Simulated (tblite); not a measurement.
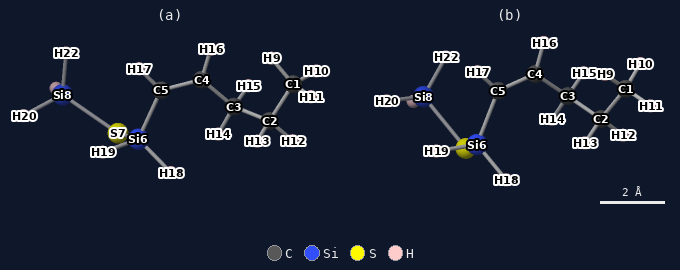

The structure of C$_{5}$H$_{14}$SSi$_{2}$ before (left) and after (right) a relaxation, at one scale.

Style: ball-and-stick. Shown at a tilt.

Level of theory: GFN2-xTB geometry optimisation, gas phase (tblite 0.8.0). 

Question: Describe what moved and what it gained.

Answer: Over 126 geometry steps the energy falls by 13.2 kcal/mol. The atom that moves furthest after the best rigid fit is an H atom (1.28 Å). Largest moves by element: H 1.28 Å, Si 0.68 Å, S 0.60 Å, C 0.49 Å. Among the contacts that change: C–H 1.136 → 1.088 Å, C–Si 1.835 → 1.879 Å, S–Si 2.136 → 2.167 Å, C–C 1.492 → 1.524 Å. Among the angles between lasting bonds that change: S–Si–H 112.5° → 101.9°, Si–S–Si 113.8° → 103.5°, C–Si–H 106.6° → 115.5°. Groups turn about C–C by about 25°, C–C by about 25°, C–Si by about 25°. Cost: 2.5 s on 1 thread of Arm Neoverse N1, with other jobs on the host.
